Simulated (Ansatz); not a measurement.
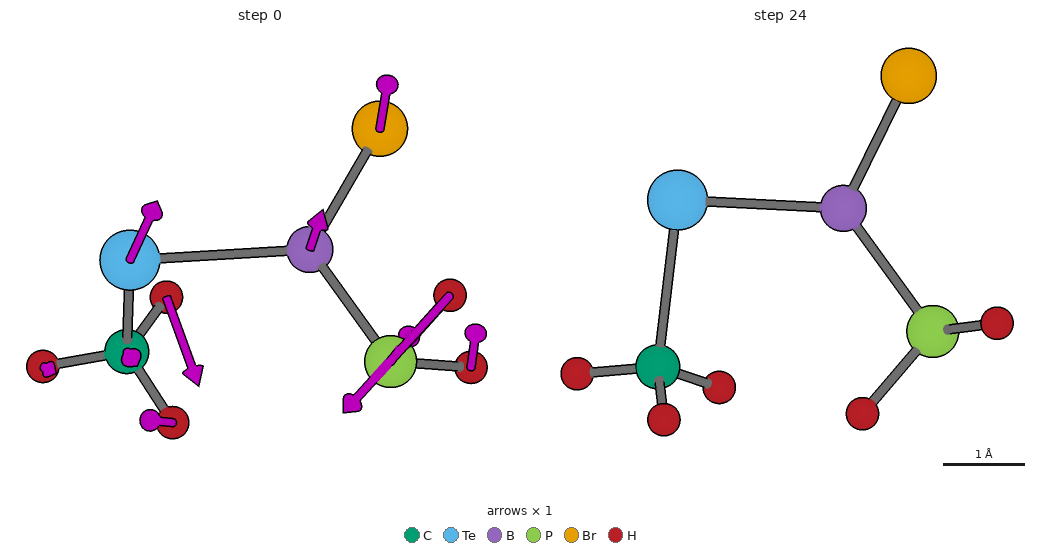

The structure of CH5BBrPTe before (left) and after (right) a relaxation, at one scale. The purple arrows give the displacements, at their true length.

The picture is a ball-and-stick view, seen at a tilt.

The run prepares an end point of a later path (inversion) calculation, from a guessed geometry.

Computed with Ansatz, RKS r2SCAN-D4/def2-SVP.

The input:
```yaml
crystal:
  periodic: [false, false, false]
  atoms:
    - { symbol: C, position_ang: [-0.1681, 0.2228, 1.8066] }
    - { symbol: Te, position_ang: [1.2734, 1.022, 0.4571] }
    - { symbol: B, position_ang: [-0.0489, 0.5603, -1.2896] }
    - { symbol: P, position_ang: [0.1551, -1.1633, -2.1207] }
    - { symbol: Br, position_ang: [-1.3539, 1.8935, -1.9252] }
    - { symbol: H, position_ang: [-1.1565, 0.8592, 1.6654] }
    - { symbol: H, position_ang: [0.1659, 0.3734, 2.8443] }
    - { symbol: H, position_ang: [-0.3667, -0.7861, 1.5679] }
    - { symbol: H, position_ang: [-1.3187, -1.33407, -2.28429] }
    - { symbol: H, position_ang: [0.40554, -0.70304, -3.39664] }
basis:
  gaussian: { orbitals: def2-SVP }
hamiltonian:
  xc: r2scan
  dispersion: d4
relax:
  f_tol: 0.015
  max_steps: 40
```

Command:
```bash
ansatz run input.yaml --threads 2 --pin off --max-ram 3072MiB --backend cpu --events-out ev --progress --plain --runs-dir out
```

### What changed between the two?

H10 moves most after the best rigid fit: 2.62 Å. Largest moves by element: H 2.62 Å, Br 1.48 Å, P 1.44 Å, Te 1.21 Å, B 0.58 Å, C 0.39 Å. Some distances before and after: Te2–B3 2.239 → 2.139 Å, C1–H6 1.184 → 1.098 Å, P4–H9 1.493 → 1.424 Å, P4–H10 1.379 → 1.425 Å. Among the angles between lasting bonds that change: C1–Te2–B3 91.0° → 98.0°, Te2–B3–P4 117.3° → 124.1°, B3–P4–H9 92.6° → 98.8°. Groups turn about Te2–B3 by about 90°, B3–P4 by about 80°. The energy falls by 29.3 kcal/mol in 24 geometry steps. The largest force component goes from 2.7 to 0.012 eV/Å. The forces were under the threshold at step 22, but the run went on from there. Cost: 2.9 min on 2 threads of Arm Neoverse V1, on a shared host, peak memory 0.22 GiB.
